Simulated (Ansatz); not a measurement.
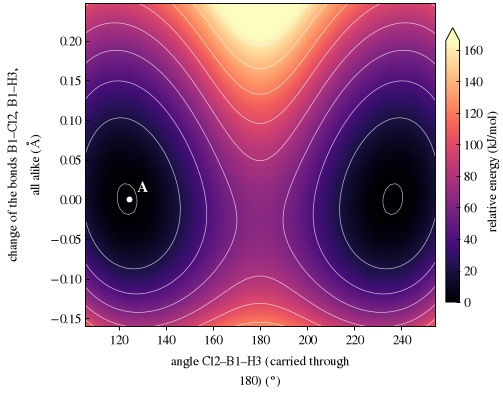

BClH, SMILES [BH]Cl, spin multiplicity 2. 
- The first coordinate is: angle Cl2–B1–H3 (carried through 180); the second: change of the bonds B1–Cl2, B1–H3, all alike.
- Nothing is relaxed (all other coordinates rigid).
- The grid has 15 × 15 points; 120 points were computed and 105 follow by symmetry.
- Points are written as (first, second).
- Energies are in kJ/mol, from the lowest grid point.
- Theory: UKS PBE0-D4/def2-TZVP (Ansatz).

Drawn: a smooth colour map with a few white contour lines, one colour for all values above the top of the scale, the point A. Between grid points the surface is interpolated.

Q: What is the easiest way out of the well at A, and how high is the barrier?

A: The easiest path leads from the well at about (124°, 0.00 Å) to a well of about the same depth at about (236°, 0.00 Å). Its highest point lies about 67 kJ/mol above the bottom of the first well on the interpolated surface, at about (180°, −0.03 Å). The start is the relaxed structure and all else is held, so a fully relaxed path at this level can only be lower.

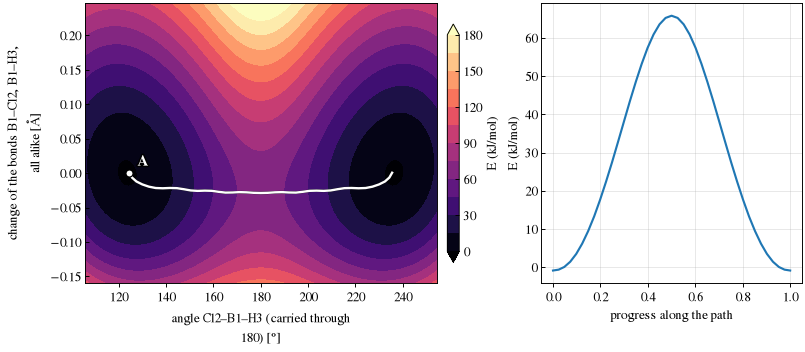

Drawn: filled contours, a line along the lowest path, one colour for all values above the top of the scale, the energy along the path at the right. Between grid points the surface is interpolated.
